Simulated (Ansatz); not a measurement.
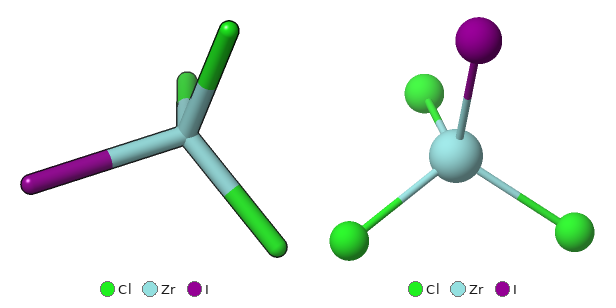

Both panels show the same species.

The species is neutral and a spin singlet.

Question: Give the formula.

Answer: ZrICl₃, 5 atoms: 1 zirconium, 1 iodine and 3 chlorine.

Question: Which point group does it belong to?

Answer: C3v.

Question: Write the SMILES.

Answer: [Cl][Zr]([Cl])([Cl])[I]

Question: How many sets of symmetry-equivalent atoms are there?

Answer: 3: 3 Cl, 1 Zr, 1 I.

The parts below concern this one geometry. Atoms keep their numbers from picture to picture. The geometry was computed by an optimisation with PBE0-D4/def2-TZVP.

Shape

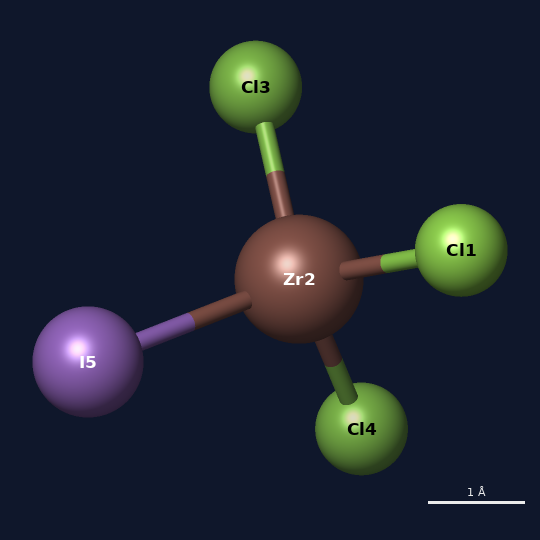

Atoms carry their numbers in the input.

Estimate the angles Cl1–Zr2–Cl3, Cl1–Zr2–I5.

```tsv
angle	degrees
Cl1–Zr2–Cl3	109.5
Cl1–Zr2–I5	109.4
```

Electronic properties

Level of theory: RKS r2SCAN-D4/def2-TZVPP, core potentials on I, Zr (Ansatz 0.2.0).

Question: Estimate the dipole moment.

Answer: 0.36 D.

Question: What is the LUMO energy (Kohn–Sham orbital)?

Answer: −3.39 eV.

Question: Give the HOMO energy (Kohn–Sham orbital) at this level.

Answer: −7.59 eV.

Charges

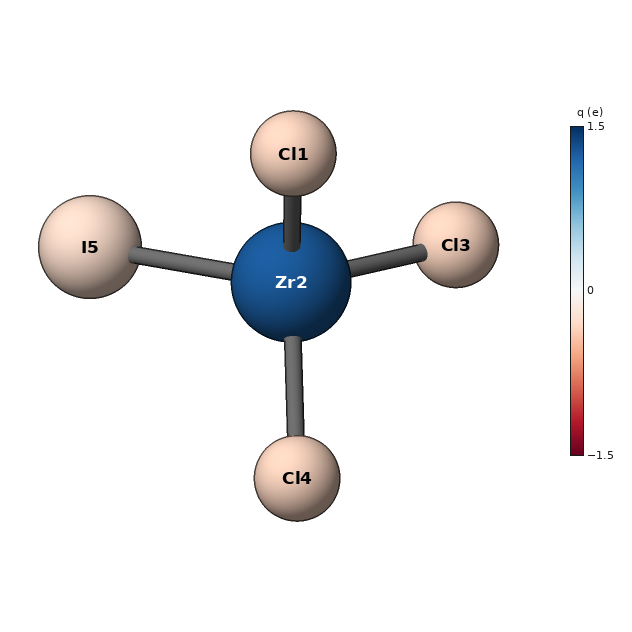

Atoms are coloured by their Mulliken charges. Level of theory: RKS PBE0-D4/def2-TZVP, core potentials on I, Zr (Ansatz 0.2.0).

List the Mulliken charges.

```json
{"atom": "Cl1", "value (e)": "−0.33"}
{"atom": "Zr2", "value (e)": "1.25"}
{"atom": "Cl3", "value (e)": "−0.33"}
{"atom": "Cl4", "value (e)": "−0.33"}
{"atom": "I5", "value (e)": "−0.26"}
```

Thermal motion

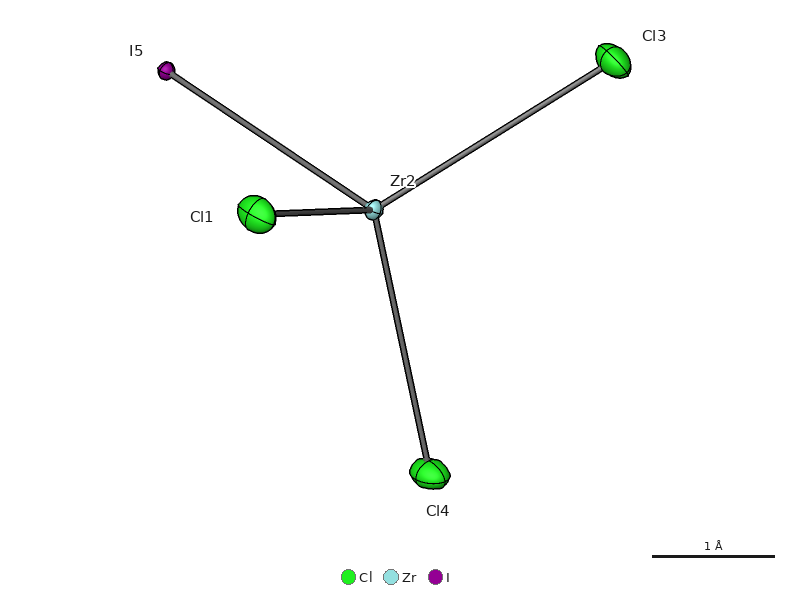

Displacement ellipsoids at the 50 % level, enlarged 2 times, from the internal vibrations of the free molecule (harmonic, no overall translation or rotation; no half-axis is drawn under 0.075 Å). Vibrations computed with RKS PBE0-D4/def2-TZVP, core potentials on I, Zr (Ansatz 0.2.0). Temperature: 0 K (zero-point motion alone).

Question: Which atom has the largest mean-square displacement?

Answer: Cl1, Cl3, Cl4, with U_eq = 0.0026 Å².

List U_eq and the three principal root-mean-square amplitudes for each kind of atom.

```tsv
atom	U_eq (Å²)	rms amplitudes (Å)
Cl1, Cl3, Cl4	0.0026	0.038, 0.047, 0.063
Zr2	0.00070	0.024, 0.028, 0.028
I5	0.00038	0.017, 0.017, 0.023
```

Mulliken values depend strongly on the basis set and can even reverse the polarity of a bond.
